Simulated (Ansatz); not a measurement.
# AlH5SSi: inputs that go wrong

Aim: try 3 inputs for AlH5SSi as typed, read how each ends, and find what has to change.

Computed with Ansatz 0.2.0, Gaussian basis. Level: the settings change from run to run.

## (1) The relaxed structure

The structure was relaxed beforehand with PBE0-D4 in a triple-zeta def2 set.

SMILES `[AlH2][S][SiH3]`, 8 atoms, charge 0, spin multiplicity 1.

Atoms are counted from 1 here; the program's logs count them from 0.

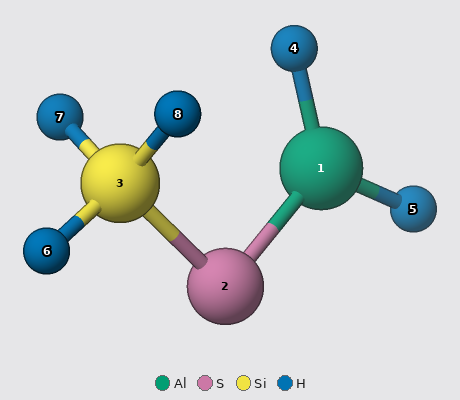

The structure; aluminium teal, sulfur pink, silicon yellow, hydrogen blue; atoms are numbered from 1 in the order of the file.

## (2) Input 1

in.yaml

```yaml
crystal:
  periodic: [false, false, false]
  atoms:
    - {symbol: Al, position_ang: [-0.544082, 1.294794, -0.980956]}
    - {symbol: S, position_ang: [0.711622, -0.505941, -1.061716]}
    - {symbol: Si, position_ang: [0.496602, -1.173004, 0.932663]}
    - {symbol: H, position_ang: [-1.286507, 1.729013, 0.129034]}
    - {symbol: H, position_ang: [-0.738774, 2.067438, -2.535250]}
    - {symbol: H, position_ang: [1.422294, -2.260708, 0.985650]}
    - {symbol: H, position_ang: [-0.862880, -1.294615, 1.159886]}
    - {symbol: H, position_ang: [0.724040, 0.040471, 1.659723]}
basis:
  gaussian: {orbitals: def2-mTZVPP, nuclear_model: gaussian}
hamiltonian: {xc: {name: r2SCAN0}, dispersion: d3bj}
relax: {f_tol: 0.0001, max_steps: 2}
```

Launch:

```bash
ansatz run in.yaml --threads 2 --pin off --events-out ev --progress --plain --max-ram 4352MiB
```

The program printed:

```text
Warning: the engine holds no damping parameters fitted to this dispersion correction and functional, so the run takes those fitted to r2scan0 beside the three-body term, which d3bj leaves out (hamiltonian.dispersion, under Limitations)
Functional definition: r2SCAN0
  name "r2SCAN0"
  cite "Bursch, Neugebauer, Ehlert & Grimme, J. Chem. Phys. 156, 134105 (2022) doi:10.1063/5.0086040"
  cite "Furness, Kaplan, Ning, Perdew & Sun, J. Phys. Chem. Lett. 11, 8208 (2020) doi:10.1021/acs.jpclett.0c02405"
  cite "Furness, Kaplan, Ning, Perdew & Sun, J. Phys. Chem. Lett. 11, 9248 (2020) doi:10.1021/acs.jpclett.0c03077"
  parent r2scan
  parameter a = 0.25
  parameter k0 = 0.174
  parameter k1 = 0.065
  parameter a1 = 4.9479
  exchange = (1 - a)*r2scan_x(k0 = k0, k1 = k1, a1 = a1) + a*exact_x
  correlation = r2scan_c
1011 factors; integrals over basis functions are off by at most 3.4e-4 eV
mean field evaluation 1: about -25388.7826 eV, gradient 1.7e1 eV
mean field evaluation 2: about -25388.9400 eV, gradient 1.6e1 eV
mean field evaluation 4: about -25389.6330 eV, gradient 7.2e-1 eV
mean field evaluation 8: about -25389.6381 eV, gradient 6.4e-3 eV
mean field -25389.63805797 eV, -933.0519889156 hartree, gradient 1.2e-5 eV, S^2 0.000000; 0 other end points of the search recorded, 0 dependent functions left out
the calculation of the forces begins
reference -25389.63807001 eV, -933.0519893582 hartree; 24, 24 occupied and 77, 77 virtual orbitals, 1011 factors
relax step   1: F+E_penalty+E_count = -25389.70067514 eV  Δ(F+E_penalty+E_count) = +0.000e0 eV  max|allowed force component| = 4.577e0 eV/Å  Δτ_max = 0.0000 Å  (24 SCF iters, accepted)
these checks for a lower state are left out or cut short: starts, cluster_reference, orbital_swaps, neighbouring_geometries, increment
1011 factors; integrals over basis functions are off by at most 4.8e-4 eV
mean field evaluation 16: about -25390.4863 eV, gradient 1.8e-1 eV
mean field -25390.48969564 eV, -933.0832860228 hartree, gradient 1.1e-5 eV, S^2 0.000000; 0 other end points of the search recorded, 0 dependent functions left out
the calculation of the forces begins
reference -25390.48970768 eV, -933.0832864651 hartree; 24, 24 occupied and 77, 77 virtual orbitals, 1011 factors
relax step   2: F+E_penalty+E_count = -25390.55182611 eV  Δ(F+E_penalty+E_count) = -8.512e-1 eV  max|allowed force component| = 8.346e-1 eV/Å  Δτ_max = 0.1948 Å  (27 SCF iters, accepted)
Error: geometry relaxation did not converge after 2 steps: max|allowed force component| = 8.35e-1 eV/Å (threshold 1.0e-4). Raise `relax.max_steps` over both its present limit and 2, loosen `relax.f_tol`, or start from a geometry closer to equilibrium. Where this run's directory can be resumed (`checkpoint.write`), a resume goes on for up to `relax.max_steps` more
```

Run time: 5.5 s. Hardware: 2 threads of Intel Xeon at 2.80GHz, shared host.

Diagnosis: The run did not converge. The relaxation is allowed too few steps for its threshold. The start was also shaken off the relaxed geometry, so there is far to go. To mend it, raise relax.max_steps.

## (3) Input 2

in.yaml

```yaml
crystal:
  periodic: [false, false, false]
  atoms:
    - {symbol: Al, position_ang: [-0.555523, 1.279904, -1.211223]}
    - {symbol: S, position_ang: [0.804843, -0.422885, -1.185303]}
    - {symbol: Si, position_ang: [0.508066, -1.035553, 0.844835]}
    - {symbol: H, position_ang: [-1.349116, 1.626687, 0.112848]}
    - {symbol: H, position_ang: [-0.678892, 2.083866, -2.563598]}
    - {symbol: H, position_ang: [1.374974, -2.219474, 1.061493]}
    - {symbol: H, position_ang: [-0.907390, -1.408684, 1.092095]}
    - {symbol: H, position_ang: [0.895136, 0.039140, 1.792952]}
basis:
  gaussian: {orbitals: "6-31++G**"}
magnetization: {spin_polarized: true, initial_magnetization: 4}
hamiltonian: {xc: {name: revPBE0}, dispersion: d3bjatm}
accuracy: high
output: {forces: true}
```

Same command.

The program printed, shortened:

```text
Functional definition: revPBE0
  name "revPBE0"
  cite "Zhang & Yang, Phys. Rev. Lett. 80, 890 (1998) doi:10.1103/PhysRevLett.80.890"
  cite "Adamo & Barone, J. Chem. Phys. 110, 6158 (1999) doi:10.1063/1.478522"
  cite "Perdew, Burke & Ernzerhof, Phys. Rev. Lett. 77, 3865 (1996) doi:10.1103/PhysRevLett.77.3865"
[...]
2019 factors; integrals over basis functions are off by at most 4.0e-9 eV
[...]
mean field -25376.45153321 eV, -932.5673930688 hartree, gradient 6.3e-8 eV, S^2 6.014418; 7 other end points of the search recorded, 0 dependent functions left out
[...]
reference -25376.45153832 eV, -932.5673932566 hartree; 26, 22 occupied and 73, 77 virtual orbitals, 2019 factors
Total energy: -25376.83950091 eV, -932.5816506187 hartree
Atom 0 at    -0.555523     1.279904    -1.211223 Å, force    -0.354382     0.388987     0.114208 eV/Å
Atom 1 at     0.804843    -0.422885    -1.185303 Å, force     2.367054    -2.499317    -0.911722 eV/Å
Atom 2 at     0.508066    -1.035553     0.844835 Å, force     0.255660    -1.121875     1.659211 eV/Å
Atom 3 at    -1.349116     1.626687     0.112848 Å, force    -1.300606     1.060802     1.148246 eV/Å
Atom 4 at    -0.678892     2.083866    -2.563598 Å, force    -0.806856     1.703676    -1.459224 eV/Å
Atom 5 at     1.374974    -2.219474     1.061493 Å, force    -0.037381     0.027999     0.037834 eV/Å
Atom 6 at    -0.907390    -1.408684     1.092095 Å, force    -0.138362     0.157912    -0.324346 eV/Å
Atom 7 at     0.895136     0.039140     1.792952 Å, force     0.014873     0.281816    -0.264207 eV/Å
Dipole moment:     0.098975    -0.200181     0.159576 e Å
```

It took 18 s on 2 threads of Intel Xeon at 2.80GHz, shared host; peak memory 0.58 GiB.

**Diagnosis.** The run converged, but a converged run isn't a right one. The spin is set far too high for this molecule. It asks for 4 unpaired electrons; the ground state has 0. Its energy belongs to an excited spin state, not the ground state. Cure: set initial_magnetization back to that of the ground state.

## (4) Input 3

in.yaml

```yaml
crystal:
  periodic: [false, false, false]
  atoms:
    - {symbol: Al, position_ang: [-0.555523, 1.279904, -1.211223]}
    - {symbol: S, position_ang: [0.804843, -0.422885, -1.185303]}
    - {symbol: Si, position_ang: [0.508066, -1.035553, 0.844835]}
    - {symbol: H, position_ang: [-1.349116, 1.626687, 0.112848]}
    - {symbol: H, position_ang: [-0.678892, 2.083866, -2.563598]}
    - {symbol: H, position_ang: [1.374974, -2.219474, 1.061493]}
    - {symbol: H, position_ang: [-0.907390, -1.408684, 1.092095]}
    - {symbol: H, position_ang: [0.895136, 0.039140, 1.792952]}
basis:
  gaussian: {orbitals: def2-TZVP, fitting: {mean_field: cc-pVTZ-jkfit}}
magnetization: {spin_polarized: true, initial_magnetization: 2}
hamiltonian: {xc: {name: B2PLYP}, dispersion: rvv10}
output: {forces: true}
```

Same command.

The program printed:

```text
Error: invalid value for `hamiltonian.dispersion`: this functional's text states its nonlocal part
```

Run time: 0.05 s. Hardware: 2 threads of Intel Xeon at 2.80GHz, shared host.

Diagnosis: Refused before any calculation. The dispersion term doesn't go with the functional. It also asks for charge 0 and multiplicity 3, another species or state than the molecule above. Fix: leave the dispersion key out, or pick one that has parameters for this functional, and set charge and spin to those of the species named.

## (5) Summary

| input | level | ended | cause | time |
| --- | --- | --- | --- | --- |
| 1 | r2SCAN0/def2-mTZVPP | not converged | the relaxation is allowed too few steps for its threshold | 5.5 s |
| 2 | revPBE0/6-31++G** | converged | the spin is set far too high for this molecule | 18 s |
| 3 | B2PLYP/def2-TZVP | refused | the dispersion term doesn't go with the functional | 0.05 s |

1 not converged, 1 converged, 1 refused. A refusal costs next to no computing time. The dangerous case is the input that converges on a wrong geometry, charge, spin, basis or grid: often only a look at the input shows it.
